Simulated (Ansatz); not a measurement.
**Zn (P6_3/mmc): the Drude term of Re ε in the infrared**

Re ε of Zn (P6_3/mmc) along x at low photon energies is read from one computed spectrum; the carriers' damping was typed as γ = 0.1 eV. x, y and z are the Cartesian axes of the input cell.

Cell: a, b, c = 2.670, 2.670, 4.966 Å (primitive vectors), 2 atoms.

Method: Ansatz 0.2.0, PBE, independent particles, k-mesh 15×15×7 with interpolation inside its cells, Gaussian parameter 0.1 eV.

Launch of the response step: `ansatz run input.yaml --threads 4 --pin off --max-ram 8192MiB --backend cpu --events-out ev --progress --plain --runs-dir out`. The run took 68 s, on 4 threads of Arm Neoverse V1 (shared host).

```tsv
photon energy E (eV)	wavelength (µm)	Re ε
0.25	4.96	-984.9
0.30	4.13	-702.6
0.35	3.54	-519.3
0.40	3.10	-394.9
0.50	2.48	-242.2
0.60	2.07	-155.4
0.70	1.77	?
```

A Drude term over a constant background gives Re ε = ε_b − ωp²/(E² + γ²), linear in 1/(E² + γ²).

Working, on the rows shown:

| x = 1/(E² + γ²) (eV⁻²) | y = Re ε |
| --- | --- |
| 13.7931 | -984.9 |
| 10 | -702.6 |
| 7.54717 | -519.3 |
| 5.88235 | -394.9 |
| 3.84615 | -242.2 |
| 2.7027 | -155.4 |

Means: x̄ = 7.2952, ȳ = -499.88. Σ(x − x̄)(y − ȳ) = -6324, Σ(x − x̄)² = 84.59. Slope = -6324 / 84.59 = -74.76; intercept = ȳ − slope · x̄ = 45.537. The line misses the rows shown by at most 1.1.

Task: Fill in the last column of the withheld row.

Result: At x = 2 the line gives y = -103.99. The run gave -100.2, so the extrapolation is off by 3.8, 0.4 % of the range in the table.

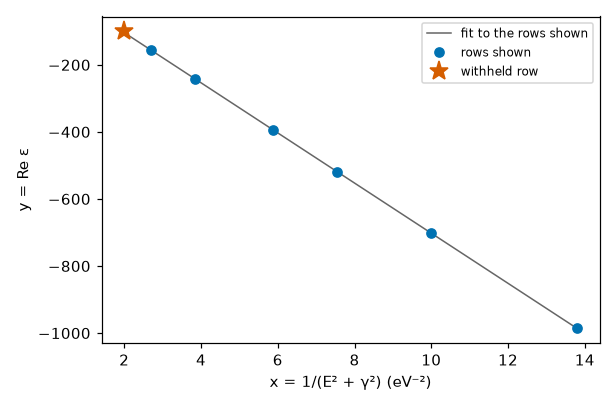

Refitted with all rows, the slope is -74.92 and the intercept 47.114. These give ωp = √(−slope) = 8.66 eV, against 8.49 eV from the program's Fermi-surface sum, and an intercept of 47.1. Taking the program's Drude term off the rows leaves 9 at the lowest energy and 44 at the highest, so the background isn't constant: interband transitions lie in or near the window, and neither fitted number can be trusted. The cell comes from an older database entry, whose edges can be off by a per cent or so. The values come from a sum over the points of one k-mesh and carry its error, which is largest for Fermi-surface quantities.

[Logs are printed without paths, hosts, clocks, repeated set-up lines and the standing remarks that a program may print on its own settings, such as how far it seeks lower states.]
